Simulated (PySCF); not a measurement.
System: C$_{4}$H$_{8}$FNSi$_{2}$ (SMILES N#C/C([SiH3])=C(\[SiH3])CF).

```xyz
16

N     0.1368    3.0613    0.6820
C     0.2910    1.9428    0.4679
C     0.5430    0.5843    0.2182
Si    2.3783    0.0989    0.4279
C    -0.4903   -0.2004   -0.1280
Si   -2.2590    0.4802   -0.2836
C    -0.3372   -1.6548   -0.4157
F     0.9543   -2.1131   -0.2958
H     2.8812   -0.3713   -0.8594
H     3.0753    1.3276    0.8149
H     2.4754   -0.8841    1.5028
H    -2.6711    1.0018    1.0159
H    -3.1141   -0.6456   -0.6720
H    -2.2718    1.5058   -1.3222
H    -0.9457   -2.2479    0.2779
H    -0.6538   -1.8767   -1.4422
```

Geometry: GFN2-xTB.

Method: PBE0/pcSseg-1, SCF density, gas phase, non-relativistic in PySCF.

Predict the electron density and electron localisation function between the atoms.

C–N (1.15 Å): ρ is about 3.6 e/Å³ halfway; the ELF peaks at about 0.85 between the atoms; a multiple bond.
C–C (1.34 Å): ρ is about 2.2 e/Å³ halfway; the ELF peaks at about 0.90 between the atoms; a multiple bond.
C–F (1.38 Å): ρ at the midpoint is about 2.1 e/Å³, with its minimum of 1.6 e/Å³ about 0.5 Å from C; the ELF peaks at about 0.85 between the atoms (a polar covalent bond).
C–Si (1.90 Å): ρ at the midpoint is about 0.91 e/Å³; the ELF peaks at about 0.95 between the atoms; a covalent bond.

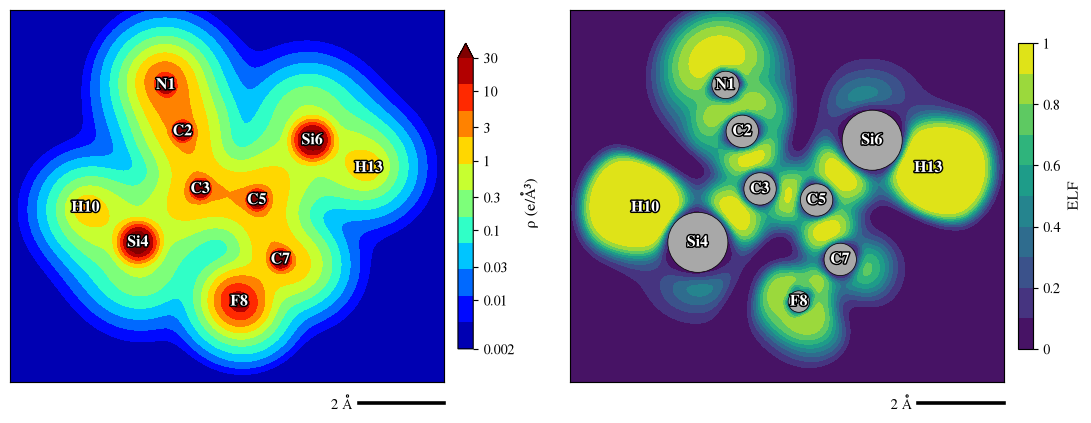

Computed electron density and electron localisation function on the plane of atoms C5, C7 and F8, in this order. Grey discs cover the atomic cores in the ELF map. 
